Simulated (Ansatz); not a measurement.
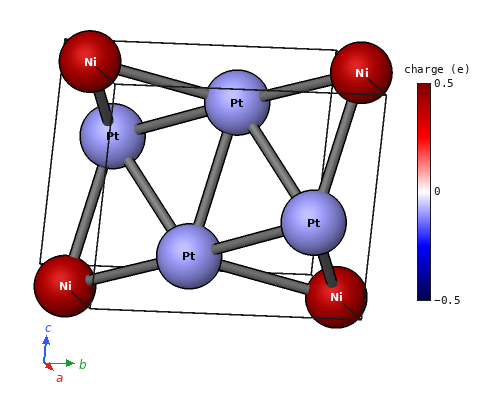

Drawn in the ball-and-stick manner and seen slightly off an axis. Thin lines show the cell (the run's own, in a reduced setting), with boundary atoms drawn in all their periodic places. The atoms of this NiPt$_{4}$ cell are coloured by their Bader charge.

The calculation used DFT LDA, scalar-relativistic, plane waves, PAW in Ansatz, with a basis cut at 420 eV, k-points about 0.16 Å⁻¹ apart, Gaussian smearing of 0.1 eV, collinear spins. The state is ferromagnetic. The pressure of the cell is -16 GPa.

**Summarise the charge transfer.**

Most positive: Ni; most negative: Pt. Charges: about Ni +0.4 e; Pt -0.1 e.

It derives from a structure type filled with these elements by a generator (whether the compound takes this form wasn't checked). Earlier steps of the study may have refined or changed the cell and positions. It went into a calculation with Ansatz.

At this level of theory the cell isn't at rest (stretched, at -16 GPa), so its distances can differ from those at equilibrium, the more so the softer the solid, and its magnetic state may change on relaxation.
